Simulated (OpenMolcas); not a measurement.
C2F3Si: single-point calculation (part 2 of 2)

The same run, continued: C2F3Si, multiplicity 2, SMILES [C]#C[Si](F)(F)F; CASSCF/ANO-RCC-VDZP, DKH2 (OpenMolcas 26.06). The geometry comes from this level: PBE0-D4/def2-TZVP.

Geometry of the input (Å):
```
C  -0.3302  -2.3612  0.7032
C  -0.1658  -1.2148  0.3565
Si 0.0786  0.4884  -0.1586
F  -1.0119  0.9062  -1.2049
F  1.4911  0.6645  -0.8160
F  -0.0198  1.4529  1.0736
```

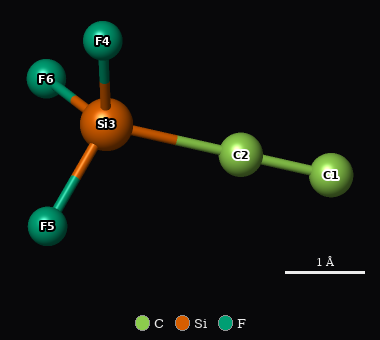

The input geometry (ball-and-stick view, seen at a tilt; atoms are numbered from 1 in the order of the input).

## What the program printed, continued
```
++    Natural Bond Order analysis
      ---------------------------
      Based on LoProp computed density
      -------------------------------------------------------------------------------------
      Atom A       Atom B       Bond Order
      -------------------------------------------------------------------------------------
      NBO located      0.995 non-bonded electrons on atom C1
      NBO located      0.993 non-bonded electrons on atom C2
      NBO located      0.948 non-bonded electrons on atom C2
      NBO located      1.000 non-bonded electrons on atom SI3
      NBO located      0.999 non-bonded electrons on atom SI3
      NBO located      0.997 non-bonded electrons on atom SI3
      NBO located      0.997 non-bonded electrons on atom SI3
      NBO located      0.997 non-bonded electrons on atom SI3
      NBO located      0.999 non-bonded electrons on atom F4
      NBO located      0.994 non-bonded electrons on atom F4
      NBO located      0.999 non-bonded electrons on atom F5
      NBO located      0.983 non-bonded electrons on atom F5
      NBO located      1.013 non-bonded electrons on atom F5
      NBO located      0.999 non-bonded electrons on atom F6
      NBO located      0.985 non-bonded electrons on atom F6
      The remaining   13.195 electrons are to be considered as diffuse
--

--

      Average orbitals are written to the RASORB file
      Natural orbitals for root   1 are written to the RASORB.1 file
      Spin density orbitals for root   1 are written to the SPDORB.1 file

--- Stop Module: rasscf /rc=_RC_ALL_IS_WELL_ ---

>>> COPY step2.RunFile RUNFIL1

>>> COPY step2.RasOrb INPORB

--- Start Module: gateway ---

                                              &GATEWAY

                       available to each process: 1.9 GB of memory, 1 thread

++    Symmetry information:
      ---------------------

                    Character Table for C1

                             E
                    a        1  x, y, xy, Rz, z, xz, Ry, yz, Rx, I
--

++    Basis set information:
      ----------------------

      Basis set label: C.ANO-RCC...3S2P1D.

      Electronic valence basis set:
      ------------------
      Associated Effective Charge   6.000000 au
      Associated Actual Charge      6.000000 au
      Nuclear Model: Point charge

      Shell  nPrim  nBasis  Cartesian Spherical Contaminant
         s      14       3        X
         p       9       2        X
         d       4       1                 X

      Basis set label: SI.ANO-RCC...4S3P1D.

      Electronic valence basis set:
      ------------------
      Associated Effective Charge  14.000000 au
      Associated Actual Charge     14.000000 au
      Nuclear Model: Point charge

      Shell  nPrim  nBasis  Cartesian Spherical Contaminant
         s      17       4        X
         p      12       3        X
         d       5       1                 X

      Basis set label: F.ANO-RCC...3S2P1D.

      Electronic valence basis set:
      ------------------
      Associated Effective Charge   9.000000 au
      Associated Actual Charge      9.000000 au
      Nuclear Model: Point charge

      Shell  nPrim  nBasis  Cartesian Spherical Contaminant
         s      14       3        X
         p       9       2        X
         d       4       1                 X
--

++    Molecular structure info:
      -------------------------

                    ************************************************
                    **** Cartesian Coordinates / bohr, angstrom ****
                    ************************************************

     Center  Label                x              y              z                     x              y              z
        1      C1              -0.623988      -4.462021       1.328855             -0.330200      -2.361200       0.703200
        2      C2              -0.313317      -2.295639       0.673687             -0.165800      -1.214800       0.356500
        3      SI3              0.148532       0.922942      -0.299711              0.078600       0.488400      -0.158600
        4      F4              -1.912214       1.712470      -2.276931             -1.011900       0.906200      -1.204900
        5      F5               2.817771       1.255723      -1.542017              1.491100       0.664500      -0.816000
        6      F6              -0.037417       2.745583       2.028810             -0.019800       1.452900       1.073600

                    ***************************************
                    *    InterNuclear Distances / bohr    *
                    ***************************************

               1 C1            2 C2            3 SI3           4 F4            5 F5            6 F6
    1 C1       0.000000
    2 C2       2.284507        0.000000
    3 SI3      5.678631        3.394124        0.000000
    4 F4       7.265367        5.227577        2.963010        0.000000
    5 F5       7.264999        5.227354        2.962921        4.808479        0.000000
    6 F6       7.265230        5.227466        2.962871        4.808492        4.808594        0.000000

                    *******************************************
                    *    InterNuclear Distances / angstrom    *
                    *******************************************

               1 C1            2 C2            3 SI3           4 F4            5 F5            6 F6
    1 C1       0.000000
    2 C2       1.208909        0.000000
    3 SI3      3.005002        1.796093        0.000000
    4 F4       3.844667        2.766315        1.567958        0.000000
    5 F5       3.844472        2.766196        1.567910        2.544538        0.000000
    6 F6       3.844594        2.766256        1.567884        2.544544        2.544599        0.000000

                    **************************************
                    *    Valence Bond Angles / degree    *
                    **************************************
                          Atom centers                 Phi
                      4 F4       3 SI3      5 F5       108.47
                      4 F4       3 SI3      6 F6       108.47
                      5 F5       3 SI3      6 F6       108.48
--

            Nuclear Potential Energy            286.69905039 au

--- Stop Module: gateway /rc=_RC_ALL_IS_WELL_ ---

--- Start Module: seward ---

                                              &SEWARD

                       available to each process: 1.9 GB of memory, 1 thread

               SEWARD will generate:
                  Multipole Moment integrals up to order  2
                  Kinetic Energy integrals
                  Nuclear Attraction integrals (point charge)
                  One-Electron Hamiltonian integrals
                  Velocity integrals
                  Relativistic Douglas-Kroll-Hess integrals:
                    - Parametrization         : EXP
                    - DKH order of Hamiltonian: 2
                    - DKH order of Properties : 0
                         - multipole moment operators
                         - electric potential operators
                         - contact operators
                  Orbital angular momentum around (  0.0863   0.4889  -0.1685 )
                  Velocity quadrupole around (  0.0863   0.4889  -0.1685 )
                  Atomic mean-field integrals
                  RI decomposed two-electron repulsion integrals stored Cholesky style
                   - acCD auxiliary basis
                   - CD Threshold:   1.00E-04

                   Integrals are discarded if absolute value <: 1.00E-14
                   Integral cutoff threshold is set to       <: 1.00E-16

            Nuclear Potential Energy            286.69905039 au

      Basis set specifications :
      Symmetry species         a
      Basis functions           88

--- Stop Module: seward /rc=_RC_ALL_IS_WELL_ ---
--- Module seward spent 1 second ---

>>> COPY step2.RunFile RUNFIL2

--- Start Module: expbas ---

                                              &EXPBAS

                       available to each process: 1.9 GB of memory, 1 thread

 Header on input orbitals file:
* RASSCF average (pseudo-natural) orbitals

 Information from input runfile
           Number of symmetries    1
      Number of basis functions   34

 Information from expanded basis set runfile
           Number of symmetries    1
      Number of basis functions   88
 New orbitals have been built in file EXPORB
--- Stop Module: expbas /rc=_RC_ALL_IS_WELL_ ---

--- Start Module: rasscf ---

                                              &RASSCF

                       available to each process: 1.9 GB of memory, 1 thread

      Header of the ONEINT file:
      --------------------------

      OrdInt status: non-squared

      Cartesian coordinates in angstrom:
      -----------------------------------------------------
      No.  Label        X            Y            Z
      -----------------------------------------------------
       1   C1        -0.33020000  -2.36120000   0.70320000
       2   C2        -0.16580000  -1.21480000   0.35650000
       3   SI3        0.07860000   0.48840000  -0.15860000
       4   F4        -1.01190000   0.90620000  -1.20490000
       5   F5         1.49110000   0.66450000  -0.81600000
       6   F6        -0.01980000   1.45290000   1.07360000
      -----------------------------------------------------
      Nuclear repulsion energy =  286.69905039

++    Wave function specifications:
      -----------------------------

      Number of closed shell electrons          50
      Number of electrons in active shells       3
      Max number of holes in RAS1 space          0
      Max nr of electrons in RAS3 space          0
      Number of inactive orbitals               25
      Number of active orbitals                  3
      Number of secondary orbitals              60
      Spin quantum number                      0.5
      State symmetry                             1
--

++    Orbital specifications:
      -----------------------

      Symmetry species                           1
                                                 a
      Frozen orbitals                            0
      Inactive orbitals                         25
      Active orbitals                            3
      RAS1 orbitals                              0
      RAS2 orbitals                              3
      RAS3 orbitals                              0
      Secondary orbitals                        60
      Deleted orbitals                           0
      Number of basis functions                 88
--

++    CI expansion specifications:
      ----------------------------

      Number of CSFs                             8
      Number of determinants                     9
      Number of root(s) required                 1
      Root chosen for geometry opt.              1
      CI root used                               1

      highest root included in the CI            1
      max. size of the explicit Hamiltonian      8
--

++    Optimization specifications:
      ----------------------------

      RASSCF algorithm: LK RI/DF
      Maximum number of macro iterations       200
      Maximum number of SX iterations          100
      Threshold for RASSCF energy            1.000E-08
      Threshold for max MO rotation          1.000E-01
      Threshold for max BLB element          1.000E-04
      Level shift parameter                  5.000E-01
      Make Quasi-Newton update
--

      The MO-coefficients are taken from the file:
      step2.ExpOrb
      Title:Basis set expanded orbital file EXPORB

      Total molecular charge    0.00

      ************************************************************************************************************************
      *                                            Wave function control section                                             *
      ************************************************************************************************************************

                                         RASSCF iterations: Energy and convergence statistics
                                         ----------------------------------------------------

          iter iter root      energy       change     param      element    value   shift minimum  type update hh:mm:ss
 Nr of preliminary CI iterations:   1
        1   1   12    1  -663.62484294    0.00E+00  -1.28E-01*  19  59 1 -2.42E-01*  0.33   0.00    SX    NO    0:00:00
        2   1   14    1  -664.01109493   -3.86E-01* -6.10E-02   15  31 1  9.09E-02*  0.35   0.00    SX    NO    0:00:00
        3   1   11    1  -664.06099336   -4.99E-02* -4.52E-02   15  31 1  4.12E-02*  0.35   0.00    SX    NO    0:00:00
        4   1   11    1  -664.06994966   -8.96E-03* -2.96E-02   15  31 1  2.51E-02*  0.35   0.00    SX    NO    0:00:00
        5   1   11    1  -664.07186043   -1.91E-03* -2.13E-02   15  31 1  1.16E-02*  0.35   1.79    LS   YES    0:00:00
        6   1   11    1  -664.07234595   -4.86E-04* -1.20E-02   18  31 1 -3.90E-03*  0.35   1.14    QN   YES    0:00:00
        7   1   10    1  -664.07246148   -1.16E-04*  4.80E-03   22  60 1 -1.25E-03*  0.35   0.97    QN   YES    0:00:00
        8   1    9    1  -664.07247999   -1.85E-05*  3.57E-03   18  31 1 -5.70E-04*  0.35   1.76    LS   YES    0:00:00
        9   1    9    1  -664.07248420   -4.22E-06*  3.08E-03   15  31 1 -6.03E-04*  0.35   1.02    QN   YES    0:00:00
       10   1    8    1  -664.07248673   -2.53E-06*  2.23E-03   15  31 1 -2.24E-04*  0.35   1.73    LS   YES    0:00:00
       11   1    8    1  -664.07248731   -5.78E-07* -1.60E-03   18  31 1  2.75E-04*  0.35   1.04    QN   YES    0:00:00
       12   1    7    1  -664.07248784   -5.31E-07* -1.08E-03   18  31 1  1.54E-04*  0.35   1.68    LS   YES    0:00:00
       13   1    7    1  -664.07248794   -9.93E-08*  1.77E-04   14  34 1 -7.74E-05   0.35   0.98    QN   YES    0:00:00
       14   1    6    1  -664.07248798   -4.72E-08* -1.51E-04   15  53 1  3.07E-05   0.35   1.38    QN   YES    0:00:00
       15   1    5    1  -664.07248799   -1.17E-08* -2.96E-05   15  53 1  6.79E-06   0.35   1.07    QN   YES    0:00:00
       16   1    4    1  -664.07248799   -5.09E-10   1.37E-05   14  34 1  3.15E-06   0.35   1.23    QN   YES    0:00:00
      Convergence after 16 iterations
       17   1    4    1  -664.07248799   -6.91E-11   1.37E-05   26  52 1 -4.96E-07   0.35   1.23    QN   YES    0:00:00

      ************************************************************************************************************************
                                                      Wave function printout:
                       occupation of active orbitals, and spin coupling of open shells (u,d: Spin up or down)
      ************************************************************************************************************************

      Note: transformation to natural orbitals
      has been made, which may change the order of the CSFs.

      printout of CI-coefficients larger than  0.05 for root  1
      energy=    -664.072488
      conf/sym  111     Coeff  Weight
             1  2u0   0.99715 0.99430
             8  0u2   0.07484 0.00560

      Natural orbitals and occupation numbers for root  1
      sym 1:   1.988696   0.999907   0.011397

      ************************************************************************************************************************
      *                                                    Final results                                                     *
      ************************************************************************************************************************

++    Final optimization conditions:
      ------------------------------

      Average CI energy                            -664.07248799
      RASSCF energy for state  1                   -664.07248799
      Super-CI energy                                -0.00000000
      RASSCF energy change                           -0.00000000
      Max change in MO coefficients               2.826E-05
      Max non-diagonal density matrix element     1.372E-05
      Maximum BLB matrix element                 -4.962E-07
      (orbital pair  26,  52 in symmetry   1)
      Norm of electronic gradient            2.851E-06
--

      Final state energy(ies):
      ------------------------

::    RASSCF root number  1 Total energy:   -664.07248799
      Von Neumann Entropy (Root   1) =  0.55063

      Mulliken population analysis for root number:  1
      -----------------------------------------------

++    Molecular charges:
      ------------------

      Mulliken charges per centre
      ---------------------------

                C1      C2      SI3     F4      F5      F6
      Total    6.0263  6.0115 12.6103  9.4506  9.4506  9.4506

      N-E     -0.0263 -0.0115  1.3897 -0.4506 -0.4506 -0.4506

      Total electronic charge=   53.000000

      Total            charge=   -0.000000
--

      Expectation values of various properties for root number:  1
      -----------------------------------------------------------

++    Molecular properties:
      ---------------------

      Charge (e):
                      =   -0.0000
      Dipole Moment (debye):
      Origin of the operator (angstrom)=    0.0457    0.2587   -0.0892
                   X= -2.9616E-01               Y= -2.0655E+00               Z=  6.2524E-01           Total=  2.1783E+00
      Quadrupole Moment (debye*angstrom):
      Origin of the operator (angstrom)=    0.0457    0.2587   -0.0892
                  XX= -4.1393E+01              XY=  1.0537E+00              XZ= -3.1859E-01              YY= -3.4202E+01
                  YZ= -2.2201E+00              ZZ= -4.0873E+01
      In traceless form (debye*angstrom)
                  XX= -3.8556E+00              XY=  1.5805E+00              XZ= -4.7788E-01              YY=  6.9310E+00
                  YZ= -3.3302E+00              ZZ= -3.0753E+00
--

      Mulliken spin population analysis for root number:  1
      ---------------------------------------------------

++    Molecular charges:
      ------------------

      Mulliken spin population per centre
      ---------------------------

                C1      C2      SI3     F4      F5      F6
      Total    0.9355  0.0549  0.0091  0.0002  0.0002  0.0002

      Total electronic spin=    1.000000
--

      LoProp population analysis for root number:  1
      -----------------------------------------------

++    LoProp analysis:
      ----------------

++    Static properties:
      ------------------

      LoProp Charges per center

                   C1       C2       SI3      F4       F5       F6
      Nuclear      6.0000   6.0000  14.0000   9.0000   9.0000   9.0000
      Electronic  -5.8695  -6.4013 -12.1744  -9.5183  -9.5183  -9.5183

      Total        0.1305  -0.4013   1.8256  -0.5183  -0.5183  -0.5183
--

      Natural Bond Order analysis for root number:  1

++    Natural Bond Order analysis
      ---------------------------
      Based on LoProp computed density
      -------------------------------------------------------------------------------------
      Atom A       Atom B       Bond Order
        C2           SI3            0.807
      -------------------------------------------------------------------------------------
      NBO located      1.615 electrons involved in    1 bonds.
      NBO located      1.000 non-bonded electrons on atom C1
      NBO located      0.991 non-bonded electrons on atom C2
      NBO located      0.970 non-bonded electrons on atom SI3
      NBO located      1.000 non-bonded electrons on atom SI3
      NBO located      0.998 non-bonded electrons on atom SI3
      NBO located      0.997 non-bonded electrons on atom SI3
      NBO located      0.997 non-bonded electrons on atom SI3
      NBO located      1.000 non-bonded electrons on atom F4
      NBO located      1.002 non-bonded electrons on atom F4
      NBO located      1.000 non-bonded electrons on atom F5
      NBO located      0.989 non-bonded electrons on atom F5
      NBO located      1.000 non-bonded electrons on atom F6
      NBO located      0.989 non-bonded electrons on atom F6
      The remaining   13.941 electrons are to be considered as diffuse
--

--

      Average orbitals are written to the RASORB file
      Natural orbitals for root   1 are written to the RASORB.1 file
      Spin density orbitals for root   1 are written to the SPDORB.1 file

--- Stop Module: rasscf /rc=_RC_ALL_IS_WELL_ ---
--- Module rasscf spent 2 seconds ---

.##################.
.# Happy landing! #.
.##################.

    Timing: Wall=7.65 User=6.47 System=0.69
```

## Results in brief

- outcome: converged
- total energy: −664.072488 hartree
- CASSCF energy: −664.072488 hartree
- basis functions: 88
- wall time: 8.1 s
- peak memory: 0.39 GiB

## Remarks

Further notes kept with the run: an active orbital turned away from the chosen space.
